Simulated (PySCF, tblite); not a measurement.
# C5H14N2Si: infrared bands, NMR shifts and electronic excitations in gas and solvents, part 2 of 3

tblite 0.8.0 and PySCF 2.14.0. Atoms count from 0. The steps go on from the part before.

### 5 NMR shieldings: PBE0/pcSseg-1

Job settings and geometry (Å):

```
{"job": {"kind": "nmr", "xc": "PBE0", "basis": "pcSseg-1"}, "charge": 0, "multiplicity": 1}
N     -2.909228     1.030389    -0.371230
C     -2.102534     0.228155     0.524126
C     -0.976316    -0.474657    -0.217401
C     -0.205732    -1.468613     0.662605
C      1.225257    -1.380372     0.149047
N      1.360128     0.024650    -0.173495
Si     2.855172     0.889990    -0.254382
C      0.112762     0.490585    -0.751949
H     -2.352275     1.782158    -0.773475
H     -3.667535     1.481437     0.135062
H     -2.752752    -0.539076     0.978942
H     -1.649373     0.790916     1.372213
H     -1.432135    -1.002962    -1.070246
H     -0.622633    -2.485556     0.614876
H     -0.234044    -1.138583     1.714400
H      1.975549    -1.688194     0.895182
H      1.356998    -2.037107    -0.737588
H      2.558408     2.341713    -0.048722
H      3.747665     0.371048     0.826891
H      3.604697     0.771124    -1.552584
H     -0.075582     1.538544    -0.452721
H      0.122720     0.474367    -1.860086
```

With the program's defaults for keys left out, this is: GIAO PBE0/pcSseg-1 NMR shielding, non-relativistic, gas phase.

The program printed:

```text
coarse grid: 17864 points
cycle   1  E = -597.3177263205  dE =  7.774e-01  |g| = 4.582e-01  |ddm| = 4.105e+00
cycle   2  E = -597.2908605935  dE =  2.687e-02  |g| = 5.865e-01  |ddm| = 1.022e+00
cycle   3  E = -597.3683866524  dE = -7.753e-02  |g| = 7.284e-02  |ddm| = 6.188e-01
cycle   4  E = -597.3691970947  dE = -8.104e-04  |g| = 3.622e-02  |ddm| = 9.152e-02
cycle   5  E = -597.3694704211  dE = -2.733e-04  |g| = 7.213e-03  |ddm| = 3.760e-02
cycle   6  E = -597.3694805978  dE = -1.018e-05  |g| = 1.548e-03  |ddm| = 7.085e-03
cycle   7  E = -597.3694811079  dE = -5.101e-07  |g| = 3.831e-04  |ddm| = 1.560e-03
final grid: 165160 points
cycle   8  E = -597.4139607085  dE = -4.769e-05  |g| = 9.495e-03  |ddm| = 3.870e-02
cycle   9  E = -597.4139464034  dE =  1.431e-05  |g| = 1.229e-02  |ddm| = 2.067e-02
cycle  10  E = -597.4139834124  dE = -3.701e-05  |g| = 1.095e-03  |ddm| = 1.201e-02
cycle  11  E = -597.4139836338  dE = -2.213e-07  |g| = 3.672e-04  |ddm| = 1.188e-03
cycle  12  E = -597.4139836607  dE = -2.691e-08  |g| = 6.913e-05  |ddm| = 3.620e-04
cycle  13  E = -597.4139836616  dE = -9.338e-10  |g| = 2.671e-05  |ddm| = 9.670e-05
converged SCF energy = -597.4139836616

GIAO shielding tensors (ppm)
atom      isotropic    diamagn.    paramagn.     s11        s22        s33       span
  0 N      229.047     312.461     -83.414    190.790    235.624    260.726     69.935
  1 C      132.210     246.096    -113.885    113.892    130.282    152.457     38.565
  2 C      140.324     249.189    -108.864    114.619    141.823    164.531     49.911
  3 C      149.681     247.329     -97.648    123.635    158.639    166.770     43.136
  4 C      131.907     244.844    -112.937    101.234    128.257    166.229     64.995
  5 N      231.541     329.348     -97.807    172.034    254.186    268.402     96.368
  6 Si     406.587     879.639    -473.052    365.328    366.920    487.513    122.185
  7 C      129.925     245.649    -115.724    104.859    122.352    162.564     57.705
  8 H       31.242      31.711      -0.470     23.405     31.887     38.433     15.028
  9 H       30.766      28.155       2.611     23.096     27.176     42.025     18.929
 10 H       28.550      29.733      -1.183     23.086     29.362     33.203     10.116
 11 H       28.747      31.882      -3.136     23.845     29.901     32.493      8.648
 12 H       29.104      32.182      -3.078     26.250     26.632     34.431      8.181
 13 H       29.575      30.107      -0.532     24.980     27.152     36.593     11.613
 14 H       30.189      31.348      -1.159     25.214     29.440     35.913     10.699
 15 H       28.338      29.834      -1.497     23.440     27.063     34.511     11.072
 16 H       28.547      29.483      -0.936     23.040     26.906     35.695     12.655
 17 H       26.699      29.108      -2.409     23.059     25.239     31.799      8.741
 18 H       26.658      28.675      -2.017     23.078     25.022     31.873      8.796
 19 H       26.629      27.871      -1.243     22.942     24.120     32.824      9.882
 20 H       28.691      32.949      -4.258     23.094     29.054     33.923     10.829
 21 H       28.324      31.317      -2.993     22.720     28.084     34.167     11.447
```

Wall time 74 s (1 thread of Arm Neoverse N1, shared host); peak memory 1 GiB.

The references, computed at this level on geometries of the same kind, shield at (ppm): 1H TMS 31.27, 13C TMS 184.4, 29Si TMS 352.0, 15N NH3 265.7. Their shielding less the atom's gives the shift. The references are single molecules in the gas phase, so shifts against H2O, NH3, PH3, H3PO4 or CFCl3 are not on the usual liquid scales and can be off by tens of ppm. Atoms listed in one row are averaged.

| atoms | environment | σ (ppm) | δ (ppm) | δ scaled to CDCl3 |
| --- | --- | --- | --- | --- |
| C7 | sp3 CH2 bonded to N | 129.9 | 54.5 | 52.4 |
| C4 | sp3 CH2 bonded to N | 131.9 | 52.5 | 50.5 |
| C1 | sp3 CH2 bonded to N | 132.2 | 52.2 | 50.2 |
| C2 | sp3 CH in a ring | 140.3 | 44.1 | 42.3 |
| C3 | sp3 CH2 in a ring | 149.7 | 34.7 | 33.2 |
| H17, H18, H19 | hydrogen on a silicon bonded to N | 26.66 | 4.61 | – |
| H21 | hydrogen on an sp3 CH2 bonded to N | 28.32 | 2.94 | 3.01 |
| H15 | hydrogen on an sp3 CH2 bonded to N | 28.34 | 2.93 | 2.99 |
| H16 | hydrogen on an sp3 CH2 bonded to N | 28.55 | 2.72 | 2.79 |
| H10 | hydrogen on an sp3 CH2 bonded to N | 28.55 | 2.72 | 2.79 |
| H20 | hydrogen on an sp3 CH2 bonded to N | 28.69 | 2.58 | 2.66 |
| H11 | hydrogen on an sp3 CH2 bonded to N | 28.75 | 2.52 | 2.60 |
| H12 | hydrogen on an sp3 CH in a ring | 29.10 | 2.16 | 2.27 |
| H13 | hydrogen on an sp3 CH2 in a ring | 29.57 | 1.69 | 1.82 |
| H14 | hydrogen on an sp3 CH2 in a ring | 30.19 | 1.08 | 1.24 |
| H8, H9 | hydrogen on an amine nitrogen | 31.00 | 0.26 | – |
| N0 | amine nitrogen | 229.0 | 36.6 | – |
| N5 | nitrogen bonded to 2 C, Si, in a 5-membered ring | 231.5 | 34.1 | – |
| Si6 | silicon bonded to N, 3 H | 406.6 | -54.6 | – |

The scaled column applies a straight-line fit of computed shieldings to shifts measured in CDCl3 (root-mean-square error 0.21 ppm for H, 2.0 ppm for C).

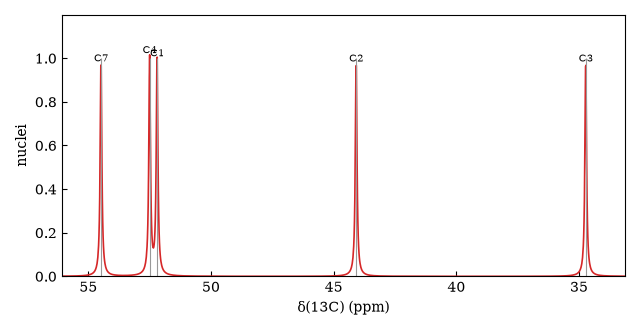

13C lines at the computed shifts, without couplings. Lines are broadened to a width of 0.08 ppm (Lorentzian).

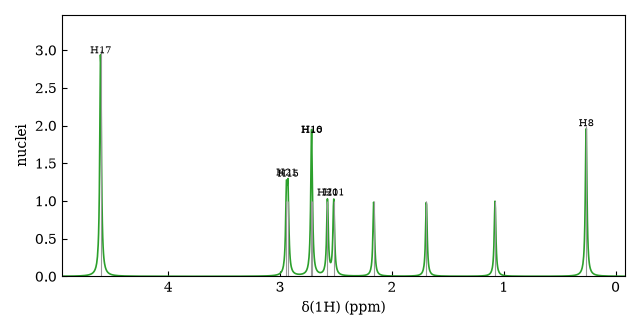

1H lines at the computed shifts, without couplings. Lines are broadened to a width of 0.02 ppm (Lorentzian).

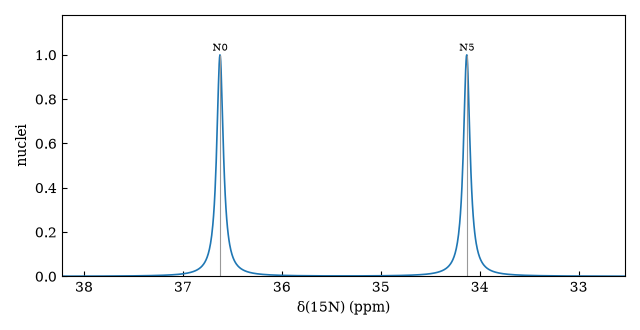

15N lines at the computed shifts, without couplings. Lines are broadened to a width of 0.08 ppm (Lorentzian).

The run also stored atomic charges by several schemes (e):

```csv
atoms,Mulliken,IAO,Hirshfeld,ESP fit
N0,-0.45,-0.57,-0.24,-0.98
C1,-0.01,-0.13,-0.03,0.20
C2,-0.40,-0.11,-0.03,0.13
C3,-0.13,-0.26,-0.07,-0.32
C4,0.03,-0.14,-0.02,0.15
N5,-0.84,-0.51,-0.18,-0.34
Si6,0.63,0.72,0.33,0.37
C7,0.14,-0.15,-0.02,0.03
```

IAO charges:

N0 -0.57; C1 -0.13; C2 -0.11; C3 -0.26; C4 -0.14; N5 -0.51; Si6 0.72; C7 -0.15; H8 0.23; H9 0.24; H10 0.13; H11 0.09; H12 0.14; H13 0.14; H14 0.13; H15 0.14; H16 0.11; H17 -0.13; H18 -0.13; H19 -0.16; H20 0.12; H21 0.11

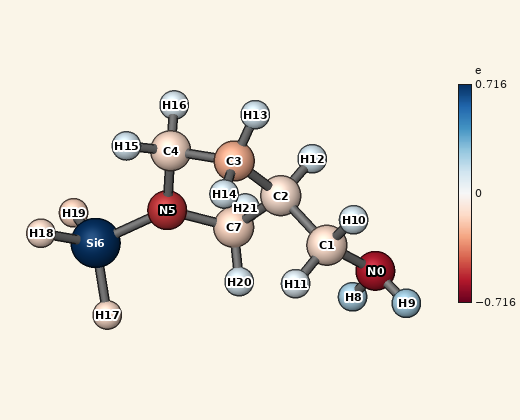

IAO charges, as colours on the atoms.

Mayer bond orders: N0–C1 1.03, C1–C2 1.01, C2–C3 1.00, C3–C4 1.03, C4–N5 0.94, N5–Si6 0.97, N5–C7 0.92, C7–C2 0.97.

Ring of atoms C2, C3, C4, N5, C7: NICS(0) -7.4, NICS(1) -3.9, NICS(1)zz -4.6 ppm (means of both faces).

### 6 Ultraviolet spectrum: wB97X-D/def2-SVPD

Same as in step 5 but for these lines:

```diff
@@ -1,2 +1,2 @@
-{"job": {"kind": "nmr", "xc": "PBE0", "basis": "pcSseg-1"}, "charge": 0, "multiplicity": 1}
+{"job": {"kind": "uv", "xc": "wB97X-D", "basis": "def2-SVPD", "ip": true}, "charge": 0, "multiplicity": 1}
 N     -2.909228     1.030389    -0.371230
```

With the program's defaults for keys left out, this is: TDDFT wB97X-D/def2-SVPD, vertical, gas phase, core orbitals frozen in the response.

The program printed:

```text
coarse grid: 17864 points
cycle   1  E = -597.4357725245  dE =  9.870e-01  |g| = 4.057e-01  |ddm| = 7.501e+00
cycle   2  E = -597.4532917155  dE = -1.752e-02  |g| = 3.573e-01  |ddm| = 2.327e+00
cycle   3  E = -597.4796535110  dE = -2.636e-02  |g| = 5.215e-02  |ddm| = 8.705e-01
cycle   4  E = -597.4802842639  dE = -6.308e-04  |g| = 2.138e-02  |ddm| = 1.913e-01
cycle   5  E = -597.4803916402  dE = -1.074e-04  |g| = 6.617e-03  |ddm| = 1.187e-01
cycle   6  E = -597.4804025278  dE = -1.089e-05  |g| = 1.200e-03  |ddm| = 3.239e-02
cycle   7  E = -597.4804031258  dE = -5.980e-07  |g| = 5.779e-04  |ddm| = 2.373e-02
final grid: 165160 points
cycle   8  E = -597.5611347369  dE = -1.692e-04  |g| = 6.094e-03  |ddm| = 2.491e-01
cycle   9  E = -597.5611374569  dE = -2.720e-06  |g| = 5.649e-03  |ddm| = 3.231e-02
cycle  10  E = -597.5611441079  dE = -6.651e-06  |g| = 7.604e-04  |ddm| = 1.449e-02
cycle  11  E = -597.5611442617  dE = -1.537e-07  |g| = 3.264e-04  |ddm| = 4.208e-03
cycle  12  E = -597.5611442873  dE = -2.564e-08  |g| = 8.656e-05  |ddm| = 8.430e-04
cycle  13  E = -597.5611442896  dE = -2.297e-09  |g| = 1.950e-05  |ddm| = 6.729e-04
cycle  14  E = -597.5611442898  dE = -2.215e-10  |g| = 8.277e-06  |ddm| = 2.341e-04
converged SCF energy = -597.5611442898

Static polarisability (au): isotropic 102.192, principal 88.718 100.921 116.936

Singlet excitations
state   eV       nm        f      main configurations
  1   5.8235    212.9   0.01093   H->L 0.80, H->L+1 0.11
  2   6.6350    186.9   0.01192   H-1->L+2 0.46, H-1->L 0.17, H->L+5 0.16
  3   6.6489    186.5   0.00394   H->L+5 0.66, H-1->L+2 0.14
  4   6.8061    182.2   0.03592   H->L+1 0.69, H->L 0.12
  5   7.0131    176.8   0.05730   H->L+4 0.50, H->L+6 0.16, H->L+3 0.16
  6   7.2614    170.7   0.01637   H->L+4 0.40, H->L+3 0.20, H->L+6 0.16
  7   7.3385    169.0   0.00225   H->L+2 0.34, H->L+3 0.29, H->L+6 0.12
  8   7.5798    163.6   0.01533   H->L+6 0.37, H->L+2 0.17, H->L+7 0.15
  9   7.7418    160.1   0.01675   H-1->L+3 0.40, H-1->L+7 0.25
 10   7.9128    156.7   0.02065   H-1->L 0.42, H-1->L+8 0.16, H-1->L+3 0.14

Triplet excitations (Tamm-Dancoff, eV): 5.6922 6.4367 6.4974 6.5653
Vertical ionisation energy (delta-SCF) = 8.1580 eV
```

Run time: 9 min. Hardware: 1 thread of Arm Neoverse N1, shared host; peak memory 1.3 GiB.

The orbitals next to the gap, with their largest atomic shares:

```
orbital      eV                         atoms
 HOMO−3  -11.06     C7 18 %, C2 17 %, C1 14 %
 HOMO−2  -10.94    C2 19 %, C3 14 %, H12 12 %
 HOMO−1   -8.94     N0 61 %, C1 14 %, H11 7 %
   HOMO   -8.14       N5 52 %, C7 8 %, C4 8 %
   LUMO    2.06      Si6 31 %, C7 7 %, C4 6 %
 LUMO+1    2.51  Si6 48 %, H19 14 %, H18 12 %
 LUMO+2    2.63    C1 17 %, H9 15 %, Si6 11 %
```

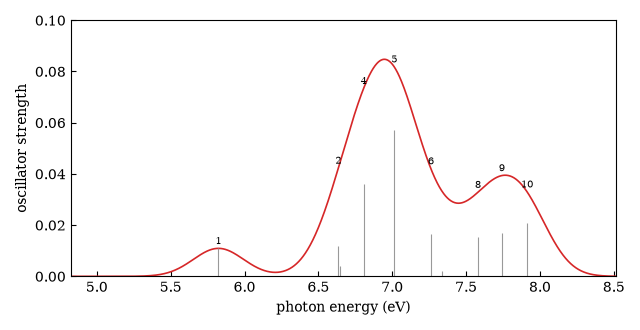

Absorption spectrum from the 10 singlet states computed; above the last one it falls off for lack of states. Lines are broadened to a width of 0.40 eV (Gaussian).

Ground-state properties from the same run:

```csv
property,computed
dipole moment (D),1.06
polarisability (Å³),15.14
HOMO–LUMO gap (eV),10.20
−ε(HOMO) (eV),8.14
```

### 7 Nuclear shieldings: HF/pcSseg-1

Same as in step 6 but for these lines:

```diff
@@ -1,2 +1,2 @@
-{"job": {"kind": "uv", "xc": "wB97X-D", "basis": "def2-SVPD", "ip": true}, "charge": 0, "multiplicity": 1}
+{"job": {"kind": "nmr", "xc": "HF", "basis": "pcSseg-1", "pop": false}, "charge": 0, "multiplicity": 1}
 N     -2.909228     1.030389    -0.371230
```

Method: GIAO HF/pcSseg-1 NMR shielding, non-relativistic, gas phase.

The program printed:

```text
final grid: 165160 points
cycle   1  E = -595.1494813993  dE =  1.559e+00  |g| = 5.238e-01  |ddm| = 4.039e+00
cycle   2  E = -595.2395632470  dE = -9.008e-02  |g| = 1.668e-01  |ddm| = 6.021e-01
cycle   3  E = -595.2472449239  dE = -7.682e-03  |g| = 6.607e-02  |ddm| = 2.012e-01
cycle   4  E = -595.2485218073  dE = -1.277e-03  |g| = 1.085e-02  |ddm| = 8.210e-02
cycle   5  E = -595.2485594590  dE = -3.765e-05  |g| = 2.666e-03  |ddm| = 1.678e-02
cycle   6  E = -595.2485628605  dE = -3.402e-06  |g| = 8.288e-04  |ddm| = 5.495e-03
cycle   7  E = -595.2485632768  dE = -4.163e-07  |g| = 2.759e-04  |ddm| = 1.928e-03
cycle   8  E = -595.2485633376  dE = -6.082e-08  |g| = 8.013e-05  |ddm| = 8.122e-04
cycle   9  E = -595.2485633428  dE = -5.173e-09  |g| = 2.609e-05  |ddm| = 2.504e-04
cycle  10  E = -595.2485633431  dE = -3.638e-10  |g| = 8.427e-06  |ddm| = 5.897e-05
converged SCF energy = -595.2485633431

GIAO shielding tensors (ppm)
atom      isotropic    diamagn.    paramagn.     s11        s22        s33       span
  0 N      239.064     313.721     -74.658    204.641    244.621    267.929     63.288
  1 C      144.540     242.317     -97.777    129.089    141.755    162.776     33.687
  2 C      153.266     247.316     -94.049    130.838    153.911    175.050     44.212
  3 C      159.497     244.855     -85.358    136.519    167.575    174.396     37.877
  4 C      145.253     240.747     -95.494    118.114    143.258    174.388     56.273
  5 N      252.865     331.992     -79.127    196.595    272.217    289.783     93.189
  6 Si     444.932     875.623    -430.691    410.427    412.051    512.318    101.892
  7 C      143.538     241.781     -98.243    120.025    138.540    172.049     52.023
  8 H       31.489      31.746      -0.257     23.111     31.871     39.485     16.374
  9 H       31.123      28.523       2.600     23.112     27.102     43.154     20.043
 10 H       29.239      30.145      -0.906     23.460     29.776     34.481     11.022
 11 H       29.593      31.470      -1.876     24.622     30.527     33.631      9.010
 12 H       29.808      32.132      -2.324     26.523     27.136     35.763      9.240
 13 H       30.181      30.474      -0.293     25.246     27.470     37.827     12.581
 14 H       30.799      31.226      -0.427     25.671     29.794     36.931     11.260
 15 H       28.966      30.072      -1.106     23.694     27.383     35.822     12.128
 16 H       29.338      29.714      -0.377     23.759     27.310     36.945     13.186
 17 H       27.553      29.373      -1.819     23.752     26.111     32.798      9.046
 18 H       27.512      29.075      -1.563     23.783     25.828     32.926      9.143
 19 H       27.557      28.335      -0.779     23.915     25.160     33.595      9.680
 20 H       29.427      32.695      -3.267     23.418     29.825     35.039     11.622
 21 H       29.110      31.578      -2.468     23.246     28.591     35.493     12.247
```

Run time: 37 s. Hardware: 1 thread of Arm Neoverse N1, shared host; peak memory 1.1 GiB.

In short: δ C7 47.3, C1 46.3, C4 45.6, C2 37.6, H17 4.15, H15 2.72 ppm (means over like atoms).

(Continued in part 3 of 3.)
